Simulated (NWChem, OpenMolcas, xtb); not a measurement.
## H2O (water): the dipole moment, rung by rung

H2O has 3 atoms, charge 0, and is taken as a singlet. SMILES: `O`. The shape is that of a PBE0-D4/def2-TZVP optimisation.

```xyz
3

O    -0.3027    0.2002   -0.1406
H     0.4665    0.5484    0.3153
H    -0.1638   -0.7486   -0.1747
```

Quantity: the dipole moment, in D. The values are calculated.

Measured value to compare with: NIST CCCBDB gives the dipole moment of the gas as 1.85 D.

```json
{"level": "GFN2-xTB", "kind": "semi-empirical", "program": "xtb", "value (D)": "2.26", "computed − measured": "+0.41"}
{"level": "HF/aug-cc-pVTZ", "kind": "Hartree–Fock", "program": "OpenMolcas", "value (D)": "1.98", "computed − measured": "+0.13"}
{"level": "SVWN5/aug-cc-pVTZ", "kind": "LDA", "program": "OpenMolcas", "value (D)": "1.85", "computed − measured": "0.00"}
{"level": "revPBE/aug-cc-pVTZ", "kind": "GGA", "program": "OpenMolcas", "value (D)": "1.77", "computed − measured": "-0.08"}
{"level": "r2SCAN/aug-cc-pVTZ", "kind": "meta-GGA", "program": "OpenMolcas", "value (D)": "1.83", "computed − measured": "-0.02"}
{"level": "M06-2X/aug-cc-pVTZ", "kind": "hybrid meta-GGA", "program": "OpenMolcas", "value (D)": "1.90", "computed − measured": "+0.05"}
{"level": "CAM-B3LYP/aug-cc-pVTZ", "kind": "range-separated hybrid", "program": "NWChem", "value (D)": "1.89", "computed − measured": "+0.04"}
```

Nearest: SVWN5/aug-cc-pVTZ (0.00 D); farthest: GFN2-xTB (+0.41 D). The measured dipole is a vibrational average, so differences of a few hundredths of a debye mean little. Computed less measured by kind, in D (aug-cc-pVTZ rows): semi-empirical +0.41; Hartree–Fock +0.13; LDA +0.00; GGA -0.08; meta-GGA -0.02; global hybrid +0.05; range-separated hybrid +0.04.

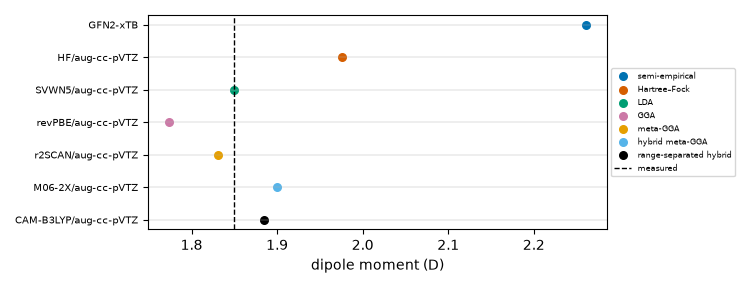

The values of the table, level by level.
